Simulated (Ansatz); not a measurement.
```
atom    x (Å)    y (Å)    z (Å)
   O   0.1351   1.5572   0.6926
   C   0.4475   0.4113   0.5101
   O   1.5006  -0.1049   1.1756
   B  -0.3266  -0.5702  -0.4999
   S  -1.6951   0.0773  -1.3719
   H  -1.5862   1.3049  -0.8124
   H   1.6171  -1.0264   0.9184
   H  -0.0002  -1.7063  -0.6682
```

Geometry: PBE0-D4/def2-TZVP.

Level of theory: RKS PBE0-D4/def2-TZVPP in Ansatz 0.2.0.

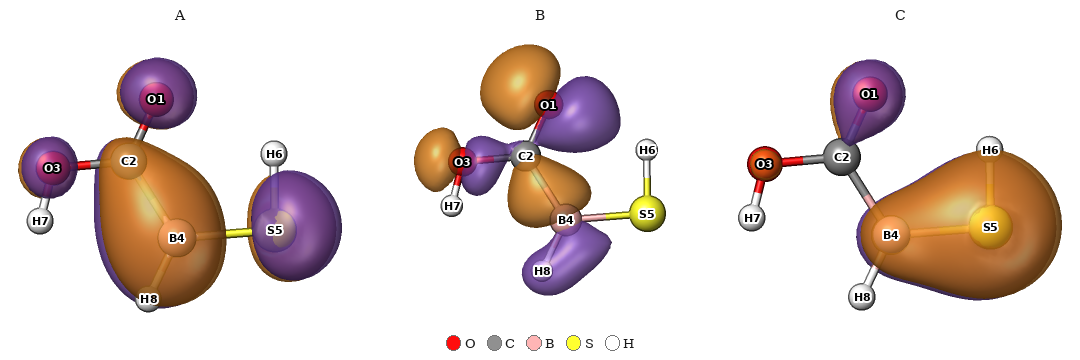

CH3BO2S. Three frontier orbitals at ±0.1 Å⁻³ᐟ² (orange and purple are the two phases), in no order.

### Order the three orbitals by energy and name them.

C is the HOMO−1 (−8.81 eV). Its weight (Hirshfeld) is mainly on S5 (about 70 %), B4 (about 15 %) and O1 (about 10 %); it changes sign across the molecular plane (π type). B is the HOMO (−8.12 eV). By Hirshfeld shares it lies mainly on O1 (about 60 %), C2 (about 15 %), B4 (about 10 %) and O3 (about 10 %); it is symmetric in the molecular plane (an in-plane orbital: σ, lone-pair or in-plane π type). A is the LUMO (−2.59 eV). It lies mainly on B4 (about 40 %), S5 (about 20 %), C2 (about 15 %) and O1 (about 10 %); it changes sign across the molecular plane (π type); π-bonding across C2–B4; π-antibonding (a node) across O1–C2 and B4–S5.

### What is the HOMO–LUMO gap?

5.53 eV between the orbital energies.
